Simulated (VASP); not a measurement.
Band structure of Mg$_{2}$Ge (antifluorite). All values below come from LDA (Ceperley-Alder, Perdew-Zunger) with spin-orbit coupling, VASP's LDA PAW potentials (set 64) (plane waves; VASP).

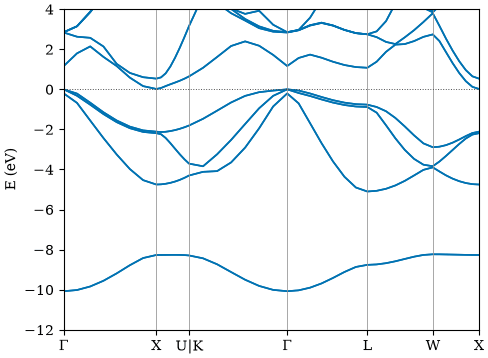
Fig. 1. Bands along high-symmetry lines, zero at the valence-band maximum or, without a gap, the Fermi level

Read the plot: is there a gap, and where are the band edges?

The gap is indirect, 0.02 eV, from the valence maximum at Γ to the conduction minimum at X.

Measured: gap 0.74 eV (computed value off by -0.72 eV), as given by Byungki Ryu et al., Journal of the Korean Physical Society (2019), arXiv:1905.06140.

The compound is Mg2Ge in the antifluorite structure. It was relaxed first, which changed the volume by -6 %.
